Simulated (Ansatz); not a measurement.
AlFH4O2S

The calculation's input:

```
crystal:
  periodic: [false, false, false]
  atoms:
    - {symbol: Al, position_ang: [-0.241056, -0.193654, -0.203740]}
    - {symbol: S, position_ang: [1.830541, 0.764302, -0.153866]}
    - {symbol: O, position_ang: [-0.394733, -1.800823, -0.697206]}
    - {symbol: O, position_ang: [-1.477050, 0.931184, -0.453718]}
    - {symbol: H, position_ang: [0.937478, 0.256741, 1.489153]}
    - {symbol: F, position_ang: [0.069746, -0.200005, 1.734017]}
    - {symbol: H, position_ang: [1.303904, 2.001618, -0.173372]}
    - {symbol: H, position_ang: [0.293599, -2.460669, -0.707305]}
    - {symbol: H, position_ang: [-2.322331, 0.701305, -0.833864]}
basis:
  gaussian: {orbitals: def2-TZVPP}
hamiltonian: {xc: pbe0, dispersion: d4}
output: {orbitals: {seedname: orbitals}}
```

Command:

```sh
ansatz run in.yaml --threads 4 --pin off --events-out ev --progress --plain --max-ram 9574MiB
```

The reactant side of a reaction path; geometry: PBE0-D4/def2-TZVP.

All numbers below come from RKS PBE0-D4/def2-TZVPP (Ansatz 0.2.0).

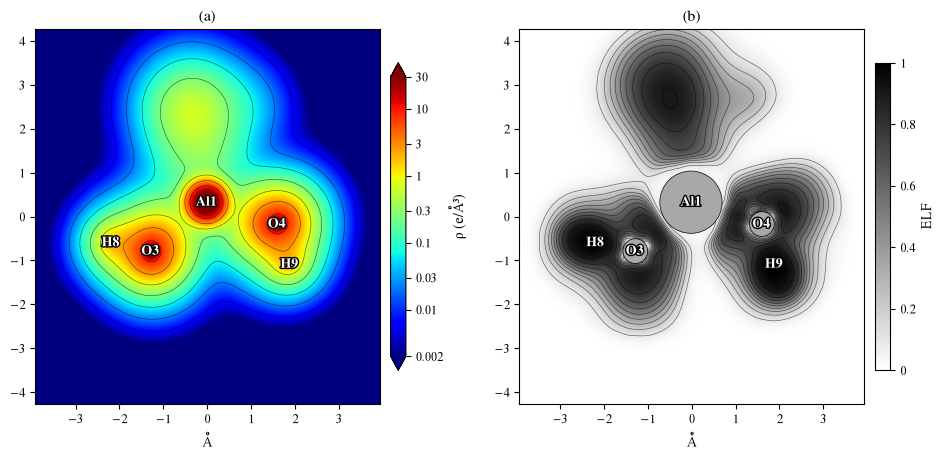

Figure 1. (a) electron density; (b) ELF on the plane of atoms O3, Al1 and O4. Grey discs cover the atomic cores in the ELF map.

### Read the bonding off the picture.

The plane passes through Al, O and H nuclei. Al–O (1.69 Å): the density is about 0.91 e/Å³ at the midpoint; the ELF peaks at about 0.90 in the valence shell of O, 0.7 Å from its nucleus, and is about 0.50 at the midpoint. O–H (0.95 Å): ρ at the midpoint is about 3.8 e/Å³; the ELF climbs to about 1 towards the hydrogen, as it does in any bond to H (an ordinary covalent bond to hydrogen). The ELF also peaks beside O3, O4 and S2, away from the bonds: lone-pair regions.

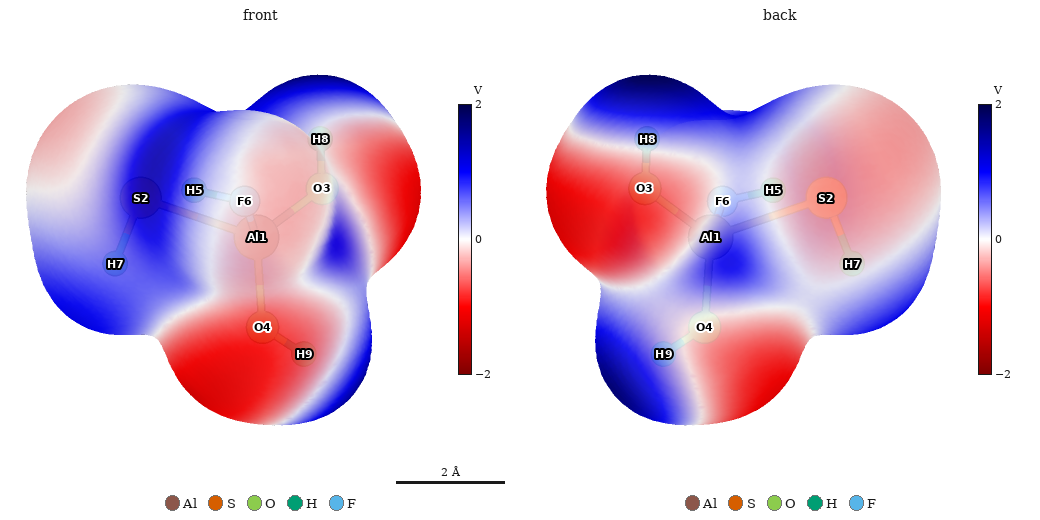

Figure 2. The molecular electrostatic potential painted on the density surface at 0.001 e/bohr³, seen from the front and from behind; the colour scale runs from red (negative) to blue (positive).

### Which sites attract a positive test charge, and which a negative one?

A positive charge is drawn to the negative regions and a negative charge to the positive ones. The most negative region (about −1.2 V) lies over O3 and O4, the most positive (about +1.9 V) over H8.

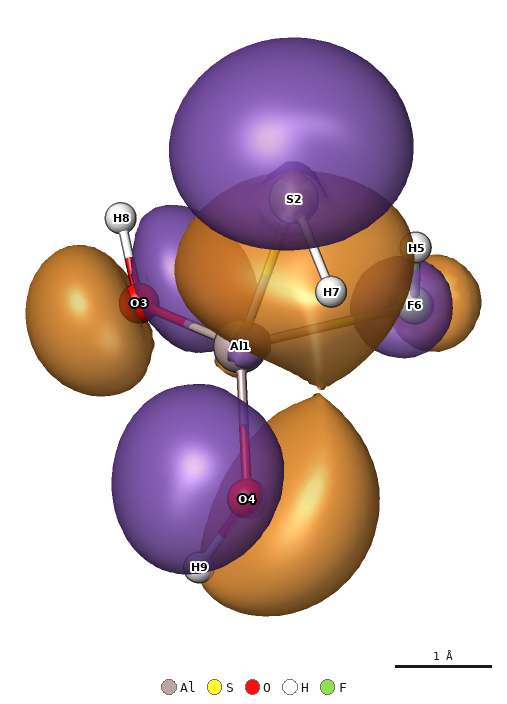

Figure 3. The HOMO−1 at ±0.08 Å⁻³ᐟ² (orange and purple are the two phases), seen at an oblique angle.

### Where does this orbital lie, and at what energy?

Its weight (Hirshfeld) is mainly on S2 (about 35 %), O4 (about 35 %), O3 (about 10 %) and Al1 (about 10 %); largely a combination of lone pairs on S2, O4 and O3. Its energy is −8.83 eV.
